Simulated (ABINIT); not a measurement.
# Quasiparticle gap of WS2 (Tungstenite) in ABINIT, part 2 of 2

Wanted: ground state, empty states, screening and self-energy for WS2 (Tungstenite).

ABINIT 10.8.3; PBE and many-body steps on it, plane waves. Known limits of the many-body steps: not at the basis limit; no spin-orbit coupling; coarse k mesh.

So far. Step 3 (Empty states on the mesh, 3×3×1 mesh, 157 bands): On this mesh the gap is 1.305 eV. The earlier step found 0.981 eV, so this mesh misses an edge. Step 4 (Screening, 3×3×1 mesh, 149 bands, screening to 108.8 eV): Local fields lower ε∞ by 10 %. On a Γ-centred mesh this coarse the value itself is usually too large, while a short band sum pulls it down.

## Step 5: Self-energy, 3×3×1 mesh, 149 bands, screening to 108.8 eV

The self-energy is evaluated for the states that the input lists, and the levels follow from it, in one-shot runs by the linearised quasiparticle equation.

This step: G0W0 on PBE, plane waves, norm-conserving pseudopotentials.

Contents of run.abi:

```
acell 3*1.0 Angstrom
rprim 
  3.153199999992 0.000000000002 0.000000000000
  -1.576599999998 2.730751303206 0.000000000000
  0.000000000000 0.000000000000 12.323000000000
ntypat 2
znucl 74 16
natom 6
typat 1 1 2 2 2 2
xred 
  0.333333333333 0.666666666667 0.250000000000
  0.666666666667 0.333333333333 0.750000000000
  0.333333333333 0.666666666667 0.622500000000
  0.666666666667 0.333333333333 0.122500000000
  0.333333333333 0.666666666667 0.877500000000
  0.666666666667 0.333333333333 0.377500000000
pp_dirpath "pseudos"
pseudos "W.upf, S.upf"
ecut 31
ngkpt 3 3 1
nshiftk 1
shiftk 0 0 0
kptopt 1
chksymbreak 0
istwfk *1
occopt 1
irdwfk 1
optdriver 4
nband 149
gwcalctyp 0
ecutsigx 31
symsigma 1
nkptgw 2
kptgw 
  0.0000000000 0.0000000000 0.0000000000
  0.3333333333 0.3333333333 0.0000000000
bdgw 
  25 28
  25 28
ecuteps 4
irdscr 1
ppmodel 1
indata_prefix "in"
outdata_prefix "out"
tmpdata_prefix "tmp"
```

Command:

```
$ OMP_NUM_THREADS=1 mpirun -n 8 abinit run.abi > log
```

Numbers of over 12 decimals in the logs are rounded to 6 here.

The log of the run:

```text
.Version 10.8.3 of ABINIT. v10.8.2 released Aug 2026.

 Symmetries : space group P6_3/m m c (#194); Bravais hP (primitive hexag.)
[... echo of the input left out ...]
== DATASET  1 ==================================================================
-   mpi_nproc: 8, omp_nthreads: 1 (-1 if OMP is not activated)

--- !DatasetInfo
iteration_state: {dtset: 1, }
dimensions: {natom: 6, nkpt: 3, mband: 149, nsppol: 1, nspinor: 1, nspden: 1, mpw: 5917, }
cutoff_energies: {ecut:  31.0, pawecutdg:  -1.0, }
electrons: {nelect:   5.20000000E+01, charge:   0.00000000E+00, occopt:   1.00000000E+00, tsmear:   1.00000000E-02, }

 SIGMA: Calculation of the GW corrections

 Based on a program developped by R.W. Godby, V. Olevano, G. Onida, and L. Reining.
 Incorporated in ABINIT by V. Olevano, G.-M. Rignanese, and M. Torrent.
.Using double precision arithmetic ; gwpc =  8

[... cell and pseudopotentials left out ...]
--------------------------------------------------------------------------------

 ==== K-mesh for the wavefunctions ====
 Number of points in the irreducible wedge :     3
[... list of points left out ...]
 Together with 24 symmetry operations and time-reversal symmetry
 yields     9 points in the full Brillouin Zone.

 ==== Q-mesh for screening function ====
 Number of points in the irreducible wedge :     3
[... list of points left out ...]
 Together with 24 symmetry operations and time-reversal symmetry
 yields     9 points in the full Brillouin Zone.

 vcoul_init : cutoff-mode = AUXILIARY_FUNCTION
 q-points for optical limit:   1
     1)      0.000010    0.000020    0.000030
 setmesh: FFT mesh size selected  =    25x   25x  120
          total number of points  =        75000

 Number of electrons calculated from density =   52.0000; Expected =   52.0000
 average of density, n =  0.072620
 r_s =    1.4869
 omega_plasma =   25.9946 [eV]

 === KS Band Gaps ===
  >>>> For spin  1
   Minimum direct gap =   1.8369 [eV], located at k-point      :   0.3333  0.3333  0.0000
   Fundamental gap    =   1.3050 [eV], Top of valence bands at :   0.0000  0.0000  0.0000
                                       Bottom of conduction at :   0.3333  0.3333  0.0000
 SIGMA fundamental parameters:
 PLASMON POLE MODEL  1
 number of plane-waves for SigmaX                 5885
 number of plane-waves for SigmaC and W            279
 number of plane-waves for wavefunctions          5885
 number of bands                                   149
 number of independent spin polarizations            1
 number of spinorial components                      1
 number of k-points in IBZ                           3
 number of q-points in IBZ                           3
 number of symmetry operations                      24
 number of k-points in BZ                            9
 number of q-points in BZ                            9
 number of frequencies for dSigma/dE                 9
 frequency step for dSigma/dE [eV]                0.25
 number of omega for Sigma on real axis              0
 max omega for Sigma on real axis  [eV]           0.00
 zcut for avoiding poles [eV]                     0.10

 EPSILON^-1 parameters (SCR file):
 dimension of the eps^-1 matrix on file            279
 dimension of the eps^-1 matrix used               279
 number of plane-waves for wavefunctions          5885
 number of bands                                   149
 number of q-points in IBZ                           3
 number of frequencies                               2
 number of real frequencies                          1
 number of imag frequencies                          1

 matrix elements of self-energy operator (all in [eV])

 Perturbative Calculation

--- !SelfEnergy_ee
iteration_state: {dtset: 1, }
kpoint     : [   0.000,    0.000,    0.000, ]
spin       : 1
KS_gap     :    2.311
QP_gap     :    2.828
Delta_QP_KS:    0.517
data: !SigmaeeData |
     Band     E0 <VxcDFT>   SigX SigC(E0)      Z dSigC/dE  Sig(E)    E-E0       E
       25   8.288 -14.437 -15.680   1.372   0.789  -0.268 -14.336   0.102   8.390
       26   9.509 -15.563 -16.434   1.153   0.785  -0.273 -15.342   0.221   9.730
       27  11.820 -15.231 -10.331  -3.963   0.788  -0.270 -14.494   0.738  12.557
       28  11.820 -15.231 -10.331  -3.963   0.788  -0.270 -14.494   0.738  12.557

--- !SelfEnergy_ee
iteration_state: {dtset: 1, }
kpoint     : [   0.333,    0.333,    0.000, ]
spin       : 1
KS_gap     :    1.837
QP_gap     :    2.548
Delta_QP_KS:    0.711
data: !SigmaeeData |
     Band     E0 <VxcDFT>   SigX SigC(E0)      Z dSigC/dE  Sig(E)    E-E0       E
       25   8.770 -15.016 -16.290   1.466   0.787  -0.270 -14.865   0.151   8.921
       26   8.977 -15.446 -16.647   1.450   0.786  -0.272 -15.250   0.196   9.173
       27  10.814 -16.352 -11.240  -3.959   0.787  -0.271 -15.445   0.907  11.721
       28  10.814 -16.352 -11.240  -3.959   0.787  -0.271 -15.445   0.907  11.721

== END DATASET(S) ==============================================================
================================================================================

 -outvars: echo values of variables after computation  --------
           etotal      0.0000000000E+00
            nband         149
             nkpt           3
          spgroup         194
 [... the other variables as echoed above ...]

 Calculation completed.
```

Wall time 5.1 s (8 MPI ranks of Arm Neoverse V2, shared host); peak memory 0.84 GiB; 40 s of CPU time.

This step gave:

- G0W0 gap on the points computed: 1.991 eV
- starting gap on the mesh: 1.305 eV
- k of the valence top: 0, 0, 0
- k of the conduction bottom: 0.3333, 0.3333, 0
- Z at the valence top: 0.785
- Z at the conduction bottom: 0.787
- least direct G0W0 gap on the computed points: 2.548 eV

The gap on the mesh goes from 1.31 eV to 1.99 eV, a correction of +0.69 eV. The start differs from the 0.98 eV found before because the two sample other k points.

Limits: finite bands, cutoff and mesh; no spin-orbit coupling; coarse k mesh. v1 is the top filled band, c1 the lowest empty one. The levels before and after the correction (eV, zero at the valence-band top of each column):

|  | conduction bottom | valence top |
| --- | --- | --- |
| Kohn-Sham | 1.31 | 0.00 |
| G0W0 | 1.99 | 0.00 |

|  | level | energy (eV) |
| --- | --- | --- |
| Kohn-Sham | Γ v2 | -1.221 |
| Kohn-Sham | Γ v1 | 0.000 |
| Kohn-Sham | Γ c1-c2 | 2.311 |
| Kohn-Sham | (0.333 0.333 0) v2 | -0.739 |
| Kohn-Sham | (0.333 0.333 0) v1 | -0.532 |
| Kohn-Sham | (0.333 0.333 0) c1-c2 | 1.305 |
| G0W0 | Γ v2 | -1.340 |
| G0W0 | Γ v1 | 0.000 |
| G0W0 | Γ c1-c2 | 2.827 |
| G0W0 | (0.333 0.333 0) v2 | -0.809 |
| G0W0 | (0.333 0.333 0) v1 | -0.557 |
| G0W0 | (0.333 0.333 0) c1-c2 | 1.991 |

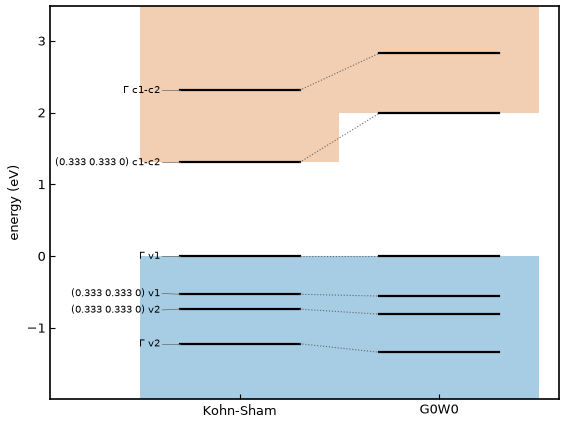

Levels before and after the correction. Shaded: valence and conduction bands.

## Step 6: Where the time went

Times are wall times on 8 MPI ranks of Arm Neoverse V2, shared host, good to a factor of about two.

```csv
step,time,share,memory (GiB)
ground state,21 s,21 %,0.68
empty states on the mesh,61 s,60 %,11
screening,13 s,13 %,1.6
self-energy,5.1 s,5 %,0.84
```

## Step 7: Results

- PBE gap: 0.98 eV, indirect
- G0W0 gap on the mesh: 1.99 eV
- G0W0 gap over the zone (rigid shift): 1.67 eV
- GW settings: 3×3×1 mesh, 149 bands, screening to 108.8 eV, Godby-Needs plasmon pole
- known limits: not at the basis limit; no spin-orbit coupling; coarse k mesh

In words: G0W0 moves the gap on the mesh from 1.31 eV to 1.99 eV (+0.69 eV), with Z of 0.79 and 0.79 at the edges. The mesh misses the band edges by 0.32 eV in all; a rigid shift gives 1.67 eV for the zone. Local fields lower the RPA ε∞ on this mesh from 19.48 to 17.56; a Γ-centred mesh this coarse tends to raise both, most where the direct gap is narrow, while a short band sum lowers them. Only 2 of the mesh's irreducible points were corrected, so a valley elsewhere could overtake. The dearest step here is «empty states on the mesh». Bands and cutoff are finite, so the gap is not at the basis limit. The miss can reach some tenths of an eV and take either sign; the mesh is an error of its own. In the G0W0 run levels were corrected at 2 k points alone, so a gap called «on the mesh» is the least over those, and an edge elsewhere would be missed. A denser mesh or path gives a starting gap of 0.98 eV: the GW mesh misses a band edge, so its gaps are not the fundamental one. The 3×3×1 mesh is coarse for this cell, which bears on the long-range parts of exchange and screening. The many-body steps are scalar-relativistic: spin-orbit coupling is not in them.

[Paths, hosts, dates, memory and timing lines, banners, echoed tables and standing remarks are left out of the program output.]

[Logs are printed without paths, hosts, clocks, repeated set-up lines and the standing remarks that a program may print on its own settings, such as how far it seeks lower states.]

[Runs of the session that timed out or met a known fault of the program may be left out.]

[Hosts, paths, dates, database ids (printed as entryN), source tags and the programs' standing remarks are cut or masked in the printed files.]

[G0W0 gaps are taken among the corrected bands and points alone; a level outside them can change the order at an edge.]

[Where Ansatz stands beside ABINIT at settings called matched, ABINIT's density can come from a denser mesh and the files from another edition; pairs whose starting gaps differed by over 0.03 eV were left out, so agreement reads better than it is.]
